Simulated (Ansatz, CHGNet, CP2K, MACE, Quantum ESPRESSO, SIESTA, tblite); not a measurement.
# Quantum ESPRESSO on twisted Zr2CO2 MXene bilayer, 38.21° (70 atoms): settings against a plane-wave reference

Aim: run twisted Zr2CO2 MXene bilayer, 38.21° (70 atoms) in Quantum ESPRESSO and see how near its forces come to a plane-wave reference, and at what cost.

Method: the method is named at each step, in Quantum ESPRESSO 7.5.

**1. Set-up**

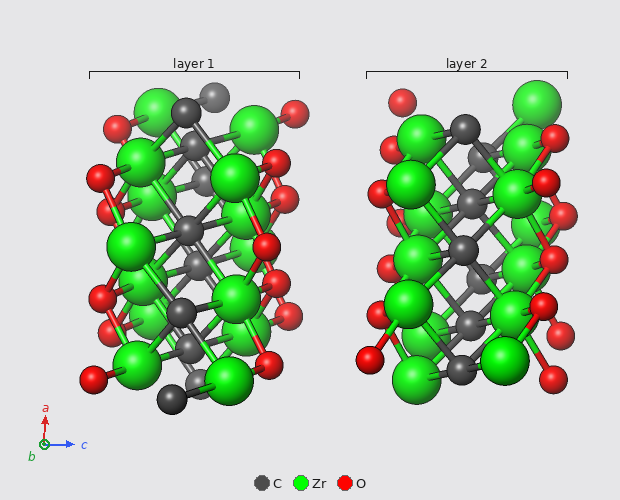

The starting structure, seen from the side, with the c axis across the page (carbon dark grey, zirconium green, oxygen red). Bonds to atoms that aren't drawn are left out. Some periodic images of atoms are drawn too.

The cell holds 70 atoms: 14 C, 28 Zr and 28 O. Cell: a = 8.757 Å, b = 8.757 Å, c = 28.150 Å, α = 90.0°, β = 90.0°, γ = 120.0°. It derives from Zr2CO2 (Zr2CO2 MXene). Zr2CO2 MXene (a = 3.31 Å) under Zr2CO2 MXene (a = 3.31 Å), bilayer, commensurate cell of 7 unit cells a layer, twist 38.21 deg; facing planes 2.95 Å apart; 16 Å of vacuum; layers as built, displaced by a Gaussian of 0.01 Å. Then every atom was moved at random, 0.02 Å r.m.s. a Cartesian component. Regions: layer 1, 35 atoms (7 C, 14 Zr and 14 O); layer 2, 35 atoms (7 C, 14 Zr and 14 O). Vacuum lies along c.

The yardstick, on the same geometry:

| Quantity | Value |
| --- | --- |
| method | Kohn-Sham DFT, PBE, PAW, plane waves (Ansatz 0.2.0); cutoff 420 eV, Γ point, fermi-dirac smearing of 0.05 eV; PAW set soft_2 |
| r.m.s. force component | 0.4491 eV/Å |
| longest force | 1.853 eV/Å |
| gap (highest filled to lowest empty level) | 1.422 eV |
| SCF cycles | 11 |
| time | 17 s on 4 threads of Intel Xeon Platinum 8375C at 2.90GHz (Ice Lake), shared host |
| CPU time | 61 s |

**2. PBE, sssp-1.3.0-efficiency, 60/480 Ry**

Method: Kohn-Sham DFT, PBE, SSSP efficiency 1.3.0 pseudopotentials, plane waves.

pw.in reads:

```
&control
  calculation = 'scf'
  pseudo_dir = './pseudo'
  outdir = './tmp'
  disk_io = 'none'
  tprnfor = .true.
/
&system
  ibrav = 0
  nat = 70
  ntyp = 3
  ecutwfc = 60
  ecutrho = 480
  nosym = .true.
  occupations = 'smearing'
  smearing = 'fd'
  degauss = 0.003675
/
&electrons
  conv_thr = 3.5e-07
  electron_maxstep = 100
  mixing_beta = 0.4
  mixing_mode = 'local-TF'
  diagonalization = 'david'
/
ATOMIC_SPECIES
C 12.011 C.upf
Zr 91.224 Zr.upf
O 15.999 O.upf
CELL_PARAMETERS angstrom
8.75740 0.00000 0.00000
-4.37870 7.58413 0.00000
0.00000 0.00000 28.15000
ATOMIC_POSITIONS crystal
C 0.99612 0.99999 0.36525
Zr 0.19331 0.24016 0.41364
Zr 0.23848 0.04875 0.31809
O 0.23698 0.04672 0.44869
O 0.18665 0.23500 0.28356
C 0.14308 0.43010 0.36528
Zr 0.32933 0.66853 0.41380
Zr 0.38058 0.47341 0.31745
O 0.37410 0.47322 0.44673
O 0.32850 0.66889 0.28443
C 0.29065 0.85749 0.36651
Zr 0.47736 0.09719 0.41366
Zr 0.52315 0.90433 0.31574
O 0.52436 0.90134 0.44700
O 0.47736 0.09491 0.28550
C 0.42558 0.29044 0.36583
Zr 0.61553 0.52222 0.41519
Zr 0.66967 0.33379 0.31834
O 0.66054 0.33323 0.44702
O 0.62525 0.52769 0.28431
C 0.56969 0.71268 0.36569
Zr 0.76719 0.95676 0.41439
Zr 0.80982 0.75775 0.31701
O 0.80946 0.76151 0.44859
O 0.76403 0.95205 0.28416
C 0.71180 0.14285 0.36529
Zr 0.90482 0.37715 0.41519
Zr 0.95381 0.19282 0.31674
O 0.95042 0.19086 0.44898
O 0.90570 0.38378 0.28287
C 0.85851 0.57279 0.36425
Zr 0.05152 0.81251 0.41453
Zr 0.09447 0.61938 0.31975
O 0.09648 0.62066 0.44748
O 0.05302 0.80560 0.28330
C 0.08364 0.64096 0.63479
Zr 0.84760 0.45113 0.68215
Zr 0.89180 0.68945 0.58587
O 0.89617 0.69425 0.71519
O 0.84045 0.44721 0.55347
C 0.93861 0.92336 0.63421
Zr 0.70455 0.74039 0.68277
Zr 0.74833 0.97501 0.58549
O 0.75583 0.97499 0.71644
O 0.70252 0.74020 0.55161
C 0.65624 0.50216 0.63316
Zr 0.41934 0.30861 0.68347
Zr 0.46452 0.55086 0.58458
O 0.46542 0.55036 0.71631
O 0.41893 0.30531 0.55245
C 0.80271 0.21755 0.63377
Zr 0.55991 0.02985 0.68302
Zr 0.60810 0.25979 0.58439
O 0.60225 0.26202 0.71556
O 0.56284 0.02341 0.55215
C 0.50899 0.78971 0.63466
[... 10 atom lines left out ...]
Zr 0.12949 0.88260 0.68250
Zr 0.17587 0.11853 0.58476
O 0.17668 0.12228 0.71497
O 0.13004 0.88231 0.55190
K_POINTS gamma
```

Command:

```
$ OMP_NUM_THREADS=1 mpirun -np 2 pw.x -in pw.in > output.txt
```

Output:

```text
Program PWSCF
     gamma-point specific algorithms are used
     Parallelization info
     sticks:   dense  smooth     PW     G-vecs:    dense   smooth      PW
     Min        4527    2253    567              1120393   396047   49580
     Max        4528    2254    568              1120396   396090   49593
     Sum        9055    4507   1135              2240789   792137   99173
     bravais-lattice index     =            0
     lattice parameter (alat)  =      16.5491  a.u.
     unit-cell volume          =   12616.9957 (a.u.)^3
     number of atoms/cell      =           70
     number of atomic types    =            3
     number of electrons       =       560.00
     number of Kohn-Sham states=          336
     kinetic-energy cutoff     =      60.0000  Ry
     charge density cutoff     =     480.0000  Ry
     scf convergence threshold =      3.5E-07
     mixing beta               =       0.4000
     number of iterations used =            8  local-TF  mixing
     Exchange-correlation= SLA  PW   PBX  PBC
                           (   1   4   3   4   0   0   0)
     crystal axes: (cart. coord. in units of alat)
               a(1) = (   1.000000   0.000000   0.000000 )
               a(2) = (  -0.500000   0.866025   0.000000 )
               a(3) = (   0.000000   0.000000   3.214424 )
     reciprocal axes: (cart. coord. in units 2 pi/alat)
               b(1) = (  1.000000  0.577350 -0.000000 )
               b(2) = (  0.000000  1.154701  0.000000 )
               b(3) = (  0.000000 -0.000000  0.311098 )
     PseudoPot. # 1 for C :
     Pseudo is Projector augmented-wave + core cor, Zval =  4.0
     PseudoPot. # 2 for Zr:
     Pseudo is Ultrasoft + core correction, Zval = 12.0
     PseudoPot. # 3 for O :
     Pseudo is Projector augmented-wave + core cor, Zval =  6.0
     atomic species   valence    mass     pseudopotential
     C                 4.00    12.01100     C ( 1.00)
     Zr               12.00    91.22400     Zr( 1.00)
     O                 6.00    15.99900     O ( 1.00)
     No symmetry found
   Cartesian axes
     number of k points=     1  Fermi-Dirac smearing, width (Ry)=  0.0037
                       cart. coord. in units 2pi/alat
        k(    1) = (   0.0000000   0.0000000   0.0000000), wk =   2.0000000
     Dense  grid:  1120395 G-vectors     FFT dimensions: ( 120, 120, 375)
     Smooth grid:   396069 G-vectors     FFT dimensions: (  81,  81, 270)
     Initial potential from superposition of free atoms
     starting charge     559.9392, renormalised to     560.0000
     negative rho (up, down):  1.697E+00 0.000E+00
     Starting wfcs are  532 randomized atomic wfcs
     Self-consistent Calculation
     iteration #  1     ecut=    60.00 Ry     beta= 0.40
     negative rho (up, down):  1.697E+00 0.000E+00
     total energy              =   -4207.91037145 Ry
     estimated scf accuracy    <      26.45173831 Ry
     iteration #  2     ecut=    60.00 Ry     beta= 0.40
     negative rho (up, down):  1.729E+00 0.000E+00
     total energy              =   -4206.90650547 Ry
     estimated scf accuracy    <       7.10013393 Ry
     iteration #  3     ecut=    60.00 Ry     beta= 0.40
     negative rho (up, down):  1.783E+00 0.000E+00
     total energy              =   -4208.46110962 Ry
     estimated scf accuracy    <       1.04774053 Ry
     iteration #  4     ecut=    60.00 Ry     beta= 0.40
     negative rho (up, down):  1.820E+00 0.000E+00
     total energy              =   -4208.55337499 Ry
     estimated scf accuracy    <       0.41538897 Ry
     iteration #  5     ecut=    60.00 Ry     beta= 0.40
     negative rho (up, down):  1.837E+00 0.000E+00
     total energy              =   -4208.52513946 Ry
     estimated scf accuracy    <       0.16733476 Ry
     iteration #  6     ecut=    60.00 Ry     beta= 0.40
[...]
total energy              =   -4208.50483868 Ry
     estimated scf accuracy    <       0.26834614 Ry
[...]
c_bands:  3 eigenvalues not converged
[...]
total energy              =   -4208.52851275 Ry
[...]
iteration # 23     ecut=    60.00 Ry     beta= 0.40
[...]
total energy              =   -4208.52851644 Ry
     estimated scf accuracy    <       0.00000436 Ry
     iteration # 24     ecut=    60.00 Ry     beta= 0.40
     negative rho (up, down):  1.809E+00 0.000E+00
     total energy              =   -4208.52851812 Ry
     estimated scf accuracy    <       0.00000040 Ry
     iteration # 25     ecut=    60.00 Ry     beta= 0.40
     negative rho (up, down):  1.809E+00 0.000E+00
     End of self-consistent calculation
          k = 0.0000 0.0000 0.0000 ( 49587 PWs)   bands (ev):
   -45.8590 -45.7761 -45.7453 -45.7280 -45.7274 -45.7034 -45.7017 -45.6874
   -45.6832 -45.6650 -45.6492 -45.6467 -45.6372 -45.6286 -45.6265 -45.6220
   -45.6191 -45.5720 -45.5594 -45.5538 -45.5510 -45.5467 -45.4974 -45.4765
   -45.4758 -45.4422 -45.3870 -45.3822 -24.3388 -24.3201 -24.2740 -24.2618
   -24.2440 -24.2372 -24.2248 -24.2081 -24.2003 -24.1837 -24.1750 -24.1692
   -24.1555 -24.1538 -24.1434 -24.1431 -24.1403 -24.1104 -24.1084 -24.0803
[...]
6.4606   6.4681   6.4816   6.5161   6.5459   6.5481   6.5769   6.5939
     6.6129   6.6376   6.6631   6.6725   6.6940   6.7073   6.9550   6.9779
     7.0256   7.0458   7.0738   7.0937   7.1056   7.1364   7.1653   7.1808
     the Fermi energy is     3.7643 ev
!    total energy              =   -4208.52851863 Ry
     estimated scf accuracy    <       0.00000015 Ry
     smearing contrib. (-TS)   =      -0.00000031 Ry
     internal energy E=F+TS    =   -4208.52851831 Ry
     The total energy is F=E-TS. E is the sum of the following terms:
     one-electron contribution =  -36668.36108026 Ry
     hartree contribution      =   18448.95723822 Ry
     xc contribution           =    -772.50354776 Ry
     ewald contribution        =   15136.28119475 Ry
     one-center paw contrib.   =    -352.90232326 Ry
     convergence has been achieved in  25 iterations
     negative rho (up, down):  1.809E+00 0.000E+00
     Forces acting on atoms (cartesian axes, Ry/au):
     atom    1 type  1   force =     0.02224201    0.00685289    0.01321378
     atom    2 type  2   force =    -0.01136467   -0.00905586    0.03824367
     atom    3 type  2   force =    -0.00587546   -0.01680152   -0.05088432
     atom    4 type  3   force =     0.00273164    0.00905216   -0.02018502
     atom    5 type  3   force =     0.00993320    0.00369669    0.00577095
     atom    6 type  1   force =    -0.00448132   -0.01656067    0.01535197
[...]
atom   68 type  2   force =     0.00577615    0.01210525   -0.01485720
     atom   69 type  3   force =     0.01312748   -0.00577428    0.00328171
     atom   70 type  3   force =     0.00409576   -0.00372229    0.00404239
     Total force =     0.254827     Total SCF correction =     0.001354
     Message from routine punch:
     Nothing written, as per user request (disk_io='none')
```

Run time: 19 min. Hardware: 2 MPI ranks of Intel Xeon Platinum 8375C at 2.90GHz (Ice Lake), shared host; peak memory 5.9 GiB.

Banners, paths, timers and routine set-up lines are dropped from the logs unmarked, and long logs keep their key lines alone; longer cuts are marked.

Against the reference:

| Property | Result |
| --- | --- |
| r.m.s. force component | 0.4521 eV/Å |
| r.m.s. difference of force components | 10.19 meV/Å |
| longest difference of force vectors | 26.49 meV/Å |
| force difference over r.m.s. force | 2.27 % |
| slope of forces against the reference's | 1.006 |
| correlation of force components | 0.9998 |
| gap (highest filled to lowest empty level) | 1.422 eV |
| gap difference | 0.0005 eV |

Length of the force difference by element (eV/Å):

```csv
element,atoms,mean,most
C,14,0.0011,0.002
O,28,0.022,0.026
Zr,28,0.017,0.021
```

Levels nearest the highest filled one (eV from it): -1.35, -1.33, -1.31, -1.30, -1.25, -1.24, -1.16, -0.92, -0.20, -0.18, -0.02, 0.00, 1.42, 1.44, 1.48, 1.52, 1.56, 1.58, 1.62, 1.64, 1.67, 1.68, 1.70, 1.72.

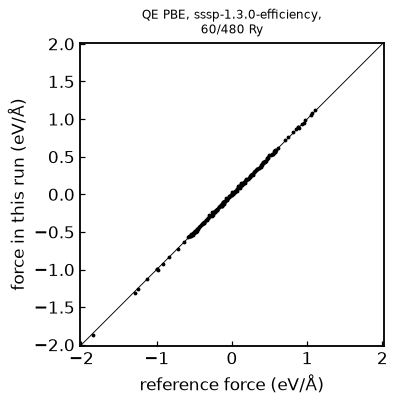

Force components against those of the reference; the line marks equality.

Local excerpt of 9 atoms (numbers count through the whole input) about Zr33, which bears the longest force; x, y, z are measured from there.

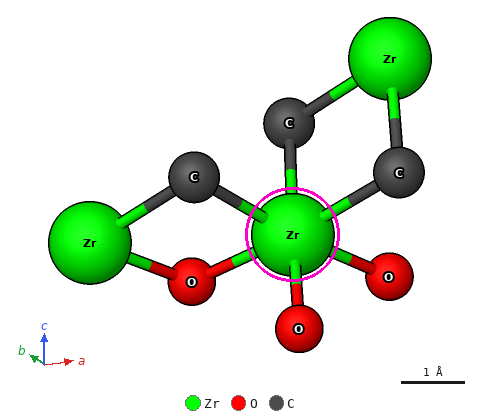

The atoms of the table, within 3.3 Å (arrows a, b, c point along x, y, z); some may hide others; the central atom is ringed.

```csv
atom,x,y,z,distance (Å),bonds,Fx,Fy,Fz (eV/Å)
Zr33,0.00,0.00,0.00,0.00,6,0.02,-0.10,-1.87
O35,-1.18,1.41,-1.03,2.11,3,-0.39,0.56,0.52
O10,1.83,0.38,-0.99,2.12,3,0.52,-0.13,0.03
O30,-0.62,-1.79,-1.04,2.16,3,-0.08,-0.29,0.58
C31,-1.86,-0.35,1.25,2.27,6,-0.12,-0.20,0.94
C6,1.25,-1.44,1.28,2.30,6,-0.12,-0.43,0.39
C11,0.68,1.81,1.32,2.33,6,-0.84,0.21,0.03
Zr7,1.84,0.37,2.65,3.25,6,1.05,0.19,0.83
Zr23,-3.10,1.05,-0.08,3.27,6,-0.13,0.40,-0.73
```

Forces lie 2.3 % from the reference's, at 38 times its CPU time (on 2 against 4 cores).

**3. What came out**

| Item | Value |
| --- | --- |
| force difference from the reference | QE PBE, sssp-1.3.0-efficiency, 60/480 Ry, 2.3 % |
| its CPU time | 39 min |

PBE on plane waves or a grid with other potentials, cutoffs or grids differs from the reference by 2.3 % (QE PBE, sssp-1.3.0-efficiency, 60/480 Ry) of the r.m.s. force; this holds the reference's own error, so differences of a few per cent don't tell which side is nearer the exact PBE result (QE's 60 Ry are 816 eV, against the reference's 420 eV). PBE gaps agree with the reference's 1.42 eV within 0.001 eV. These are spacings on the run's k-points, which needn't hold the band edges. The reference's PBE has no dispersion term, which matters for the binding between molecules or layers. The electronic-structure runs sample only Γ, in a cell whose shortest periodic width is 8 Å.

[Also dropped from logs without a mark: logging warnings of Python, and SIESTA's first energy breakdown and zero terms.]

[Logs are printed without paths, hosts, clocks, repeated set-up lines and the standing remarks that a program may print on its own settings, such as how far it seeks lower states.]

[Hosts, paths, dates, database ids (printed as entryN), source tags and the programs' standing remarks are cut or masked in the printed files.]
